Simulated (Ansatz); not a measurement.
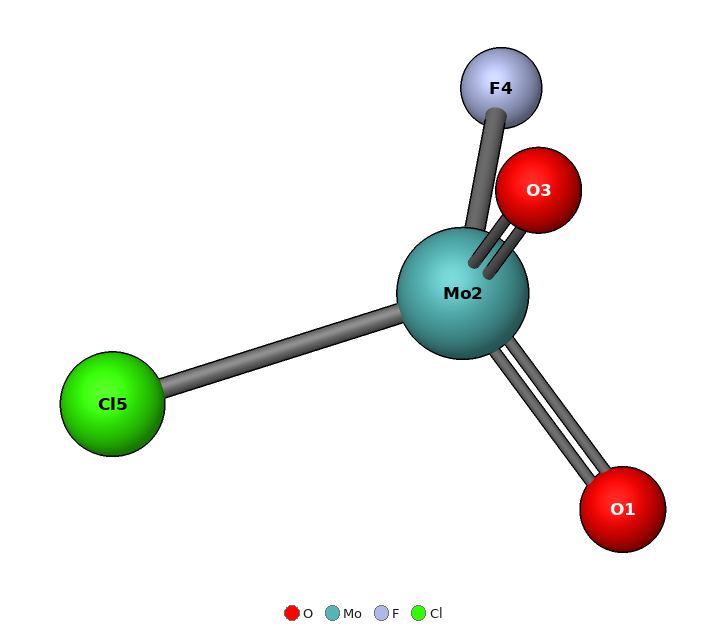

Charge 0, singlet. Harmonic vibrations computed with RKS PBE0-D4/def2-TZVP, core potentials on Mo (Ansatz 0.2.0) at a stationary point of the same level.

Question: How many imaginary frequencies does it have?

Answer: A minimum: no imaginary frequency, and the lowest mode lies at 153 cm⁻¹.

Question: List the wavenumbers.

Answer: 9 modes: 153, 198, 247, 264, 367, 462, 723, 1059, 1090 cm⁻¹.
